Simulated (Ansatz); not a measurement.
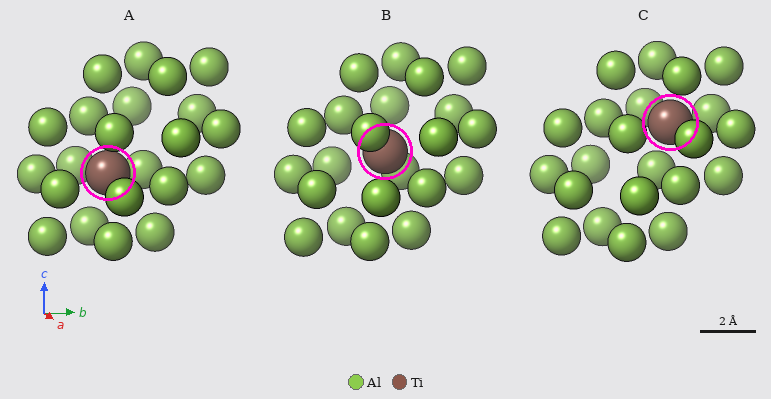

3 geometries from a converged minimum-energy path of Al with an Al vacancy (31 atoms in the cell), shuffled. The picture is a spheres-only view of the atoms within 4.5 Å of the middle of the path, seen slightly off an axis. The moving atom is ringed, with any periodic copies.

The calculation used DFT PBE, scalar-relativistic, plane waves, PAW in Ansatz. Set-up: plane-wave cutoff 420 eV; k-point mesh 3 × 3 × 3; Fermi-Dirac smearing 0.15 eV; 5 movable images; climbing image; force threshold 0.03 eV/Å; iteration limit 33; starting path by image-dependent pair potential.

> Which frame is the top of the path?

B. In order along the path, whose images run from 0 to 6: C (image 0, 0.00 eV), B (image 3, +1.13 eV), A (image 5, +0.25 eV). It is a vacancy jump: a nearby atom moves into the empty site and leaves its own site empty. The Ti atom travels furthest, 2.96 Å from end to end, along [0 −1 −1], on a straight line. At the highest image its nearest neighbour (Al) is 2.67 Å away, against 2.84 Å at the start, and the surrounding atoms stand up to 0.25 Å off the mean of their end positions.

Limits of the set-up: the periodic images lie only 8.1 Å apart, so the values are limited by the cell's size.

Cost: 25 min on 4 threads of Intel(R) Xeon(R) Processor @ 2.50GHz (Skylake/Cascade Lake), with other jobs on the host, peak memory 4.6 GiB.

PAW datasets: the set soft_1.
